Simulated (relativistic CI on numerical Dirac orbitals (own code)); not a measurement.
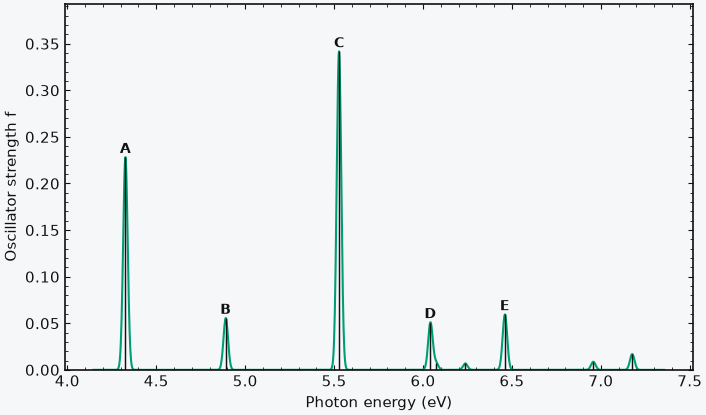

Computed spectrum: absorption lines from the lowest level (oscillator strengths f) of an atom or ion with 50 electrons. The calculation used relativistic CI on Dirac orbitals, KLI exchange-only orbitals, Breit term, model QED, valence Slater integrals scaled by 0.85, configurations shifted onto measured levels. The envelope is a Gaussian of full width 0.03 eV, scaled to the tallest stick.

Levels without a good LS label are named by their open jj subshells in square brackets.

### Which ion is it, and what are the lettered lines?

Neutral tin. A: 5s² 5p 6s [5p₁/₂ 6s] J = 1 ← 5s² 5p² ³P₀, 4.327 eV, f = 0.23; B: 5s² 5p 6s [5p₃/₂ 6s] J = 1 ← 5s² 5p² ³P₀, 4.891 eV, f = 0.056; C: 5s² 5p 5d ³D°₁ ← 5s² 5p² ³P₀, 5.528 eV, f = 0.34; D: 5s² 5p 7s [5p₁/₂ 7s] J = 1 ← 5s² 5p² ³P₀, 6.042 eV, f = 0.051; E: 5s² 5p 6d J = 1 (odd, mixed, level 40) ← 5s² 5p² ³P₀, 6.461 eV, f = 0.060.

Note: shifts are fitted to measured levels, configurations with none paired borrow a shift and can be misplaced by tens of thousands of cm⁻¹; rates and lifetimes follow the computed energies and can be off by orders of magnitude; one shift a configuration: terms inside it, and wavelengths, can be off by thousands of cm⁻¹; the fine structure of a weakly bound d or f electron outside closed shells is too small or inverted; only a limited list of configurations is included, so lower levels can be missing; only lines among the lowest 92 of 209 levels are drawn, so those from 5s² 5p 5g, 5s 5p³, 5s² 5p 7f and 5s² 5p 5f are incomplete.
